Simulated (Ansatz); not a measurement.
# CH4AlClSe: rigid scan of one bond length, by script

How does the energy of CH4AlClSe change as one bond is stretched? Aim: a rigid scan of one bond length, for CH4AlClSe, run from a script. SMILES: [CH3][Al]([Cl])[SeH].

All numbers are computed with the Python package of Ansatz 0.2.0. Level of theory: PBE/def2-SVP.

**1. The system**

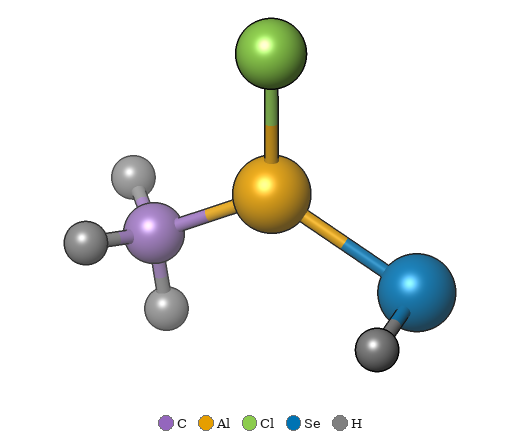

The starting structure, viewed from a chosen angle; carbon purple, aluminium amber, chlorine green, selenium blue, hydrogen grey.

No structure file is read: the coordinates are typed or built in the script.

**2. The code**

run_scan.py reads:

```python
import ansatz as az
import numpy as np

BASIS = "def2-SVP"
XC = "pbe"


def main() -> None:
    system = (
        az.Crystal.molecule()
        .atom("C", (-0.2094, 1.2365, -0.2613))
        .atom("Al", (0.5839, -0.506, -0.0236))
        .atom("Cl", (2.6542, -0.6441, 0.6395))
        .atom("Se", (-0.6052, -2.4886, -0.4474))
        .atom("H", (-1.3045, 1.1417, -0.6275))
        .atom("H", (-0.2446, 1.85, 0.6873))
        .atom("H", (0.3342, 1.8558, -1.0332))
        .atom("H", (-1.1164, -2.5023, 1.0102))
    )

    symbols = [site.symbol for site in system.cartesian_sites]
    start = np.array([site.position_ang for site in system.cartesian_sites])
    axis = (start[7] - start[3]) / np.linalg.norm(start[7] - start[3])
    moving = [7]
    lengths, energies = [1.359, 1.421, 1.483, 1.545, 1.606, 1.668, 1.73, 1.823], []
    for length in lengths:
        xyz = start.copy()
        xyz[moving] += (length - np.linalg.norm(start[7] - start[3])) * axis
        point = az.Crystal.molecule()
        for symbol, place in zip(symbols, xyz):
            point = point.atom(symbol, place.tolist())
        model = point.calculation()
        model = model.basis(gaussian=BASIS)
        model = model.functional(XC)
        model = model.scf(lower_state_search="standard")
        data = model.run().report
        energies.append(data["free_energy_ev"])
        print(f"r = {length:6.3f} A  E = {energies[-1]:.5f} eV  <S^2> = {abs(data['mean_field']['state']['spin_squared']):.3f}")

    fit = np.polynomial.Polynomial.fit(lengths, np.array(energies) - min(energies), 4).convert()
    roots = [r.real for r in fit.deriv().roots() if abs(r.imag) < 1e-9 and fit.deriv(2)(r.real) > 0]
    r_e = min(roots, key=lambda r: abs(r - lengths[int(np.argmin(energies))]))
    print(f"minimum of the fit at {r_e:.4f} A, force constant {fit.deriv(2)(r_e):.2f} eV/A^2")


if __name__ == "__main__":
    main()
```

**3. Running it**

Launch:

```console
$ python run_scan.py
```

Q: Predict the main results. Wanted: range of energy; lowest point, distance.

The runs gave:

| quantity | value |
| --- | --- |
| bond length at the fit's minimum | 1.4878 Å |
| runs compared | 8 |
| range of energy | 0.683 eV |
| lowest point, distance (Å) | 1.48 |

What this shows: The lowest point, at 1.48, lies inside the range. The ends stand 0.206 and 0.683 eV above it. The distance scanned is the script's pair 3, 7. Caveats:
- The rest of the molecule is held rigid at a force-field or estimated start geometry, and the basis set is modest; single-reference methods fail as a bond breaks.
- The orbitals are restricted, so S² is zero by construction.
